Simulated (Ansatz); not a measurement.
Breaking the Se3–H4 bond in BeH2Se (SMILES [BeH][SeH]) (multiplicity 1 held, fragments rigid). Energies count from the point at 1.475 Å.
Geometry at that point (charge 0, multiplicity 1):
```xyz
4

Be    -0.68974    -0.76067    -1.41804
H     -1.20927    -1.34114    -2.49064
Se     0.09182     0.16025     0.22401
H      0.84647    -1.06482     0.54660
```

Restricted levels (R-, RO-) in cc, def2 and unpolarised 6-31G sets keep to the state of the molecule at rest. Active spaces are followed from a long bond inwards. Curves can end on different states.

Cores are frozen in the correlated methods. Filled d and f shells under p-block atoms count as core.

Programs: Ansatz (a program for electronic structure) with Gaussian orbitals. 

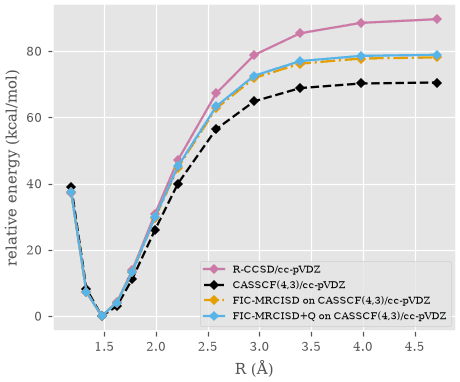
*Relative energy along the coordinate*

Doubts at one or more of the structures used: a restricted determinant that unrestricted orbitals would lower (R-CCSD/cc-pVDZ); other coupled-cluster roots lie near (R-CCSD/cc-pVDZ); active orbitals that take no part (CASSCF(4,3)/cc-pVDZ, FIC-MRCISD on CASSCF(4,3)/cc-pVDZ, FIC-MRCISD+Q on CASSCF(4,3)/cc-pVDZ).
